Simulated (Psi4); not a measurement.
## AlH2Br: frequency calculation (part 3 of 3)

Continued. System: AlH2Br. Method: HF/STO-3G, RHF (Psi4 1.11). The geometry comes from this level: PBE0-D4/def2-TZVP.

Geometry of the input (Å):
```
Al -0.1483  -0.0647  -0.1103
Br 1.6849  0.4966  1.0797
H  -0.5616  -1.5848  -0.1392
H  -0.9197  1.0927  -0.8504
```

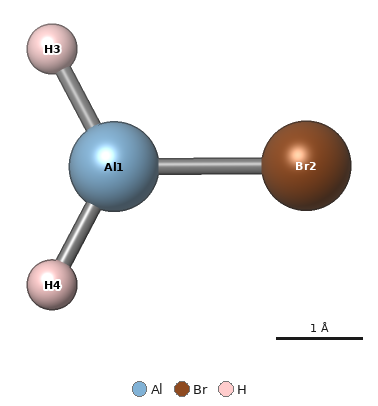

Figure 1. The input geometry (ball-and-stick view, seen on its broad side; atoms are numbered from 1 in the order of the input). Sticks mark near contacts.

### Standard output
```
Warning: used thermodynamics relations inappropriate for low-frequency modes: ['96.3350' '123.2872' '480.9565']
hf energy: -2784.8989377332 Eh
CURRENT ENERGY                                  -2784.8989377332
CURRENT REFERENCE ENERGY                        -2784.8989377332
DD SOLVATION ENERGY                                 0.0000000000
ENTHALPY                                        -2784.8730908241
ENTHALPY CORRECTION                                 0.0258469091
GIBBS FREE ENERGY                               -2784.9058655555
GIBBS FREE ENERGY CORRECTION                       -0.0069278223
HF KINETIC ENERGY                                2781.7257809528
HF POTENTIAL ENERGY                             -5566.6247186860
HF TOTAL ENERGY                                 -2784.8989377332
HF VIRIAL RATIO                                     2.0011407152
NUCLEAR REPULSION ENERGY                          126.8633287470
ONE-ELECTRON ENERGY                             -4153.5011142577
PCM POLARIZATION ENERGY                             0.0000000000
PE ENERGY                                           0.0000000000
SCF ITERATION ENERGY                            -2784.8989377332
SCF ITERATIONS                                      8.0000000000
SCF TOTAL ENERGY                                -2784.8989377332
THERMAL ENERGY                                  -2784.8740350087
THERMAL ENERGY CORRECTION                           0.0249027245
TWO-ELECTRON ENERGY                              1241.7388477775
ZERO K ENTHALPY                                 -2784.8788108988
ZPVE                                                0.0201268344
```

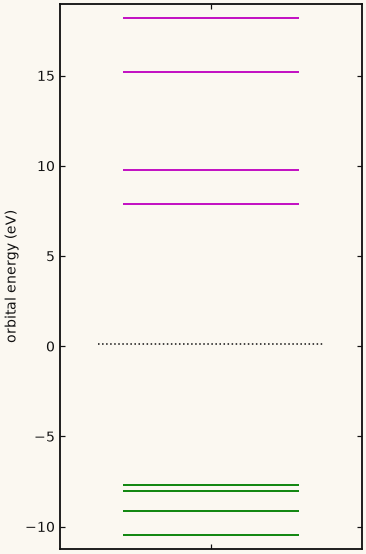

Figure 2. Orbital energies near the frontier; the dotted line parts filled from empty levels, and levels within 0.02 eV of each other stand side by side. Highest filled −7.67 eV, lowest empty 7.88 eV, 15.55 eV apart.

### Summary

```json
{"quantity": "outcome", "value": "converged"}
{"quantity": "total energy", "value": "−2784.898938 hartree"}
{"quantity": "basis functions", "value": "29"}
{"quantity": "HOMO", "value": "−7.67 eV"}
{"quantity": "LUMO", "value": "7.88 eV"}
{"quantity": "zero-point energy", "value": "0.020127 hartree"}
{"quantity": "dipole moment", "value": "2.66 D"}
{"quantity": "wavenumbers, lowest and highest", "value": "96 and 2305 cm⁻¹"}
{"quantity": "wall time", "value": "7.2 s"}
{"quantity": "peak memory", "value": "0.24 GiB"}
```

### Remarks

The record of the run, not the program, notes: frequencies away from a stationary point.
